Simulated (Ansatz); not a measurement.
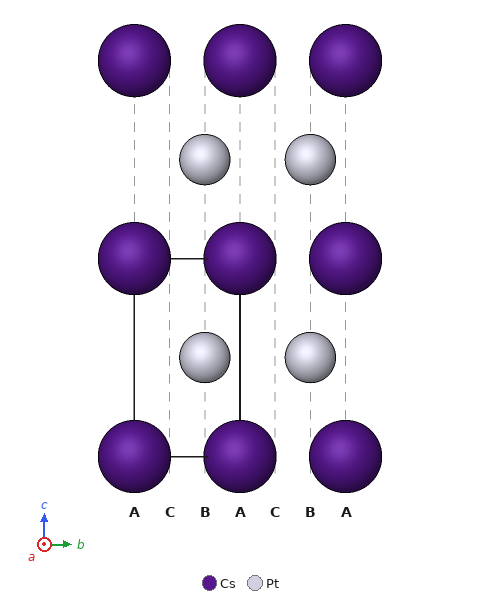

Projection along an edge of the hexagonal mesh, stacking direction c upwards. The dashed lines mark the three columns A (0, 0), B (1/3, 2/3) and C (2/3, 1/3). The sequence starts with the first layer at or above the cell's origin.

CsPt (space group P-6m2, No. 187). Coordinates: the input geometry of an electronic-structure calculation (not necessarily at equilibrium); the starting structure was generated, so it need not be a known form of this composition.

Question: List the layers of one repeat.

Answer: Cs(A) – Pt(B) (two layers in 5.58 Å).

Question: Taking all atoms as equal spheres, what packing is it?

Answer: As equal spheres, AB: hexagonal close packing.
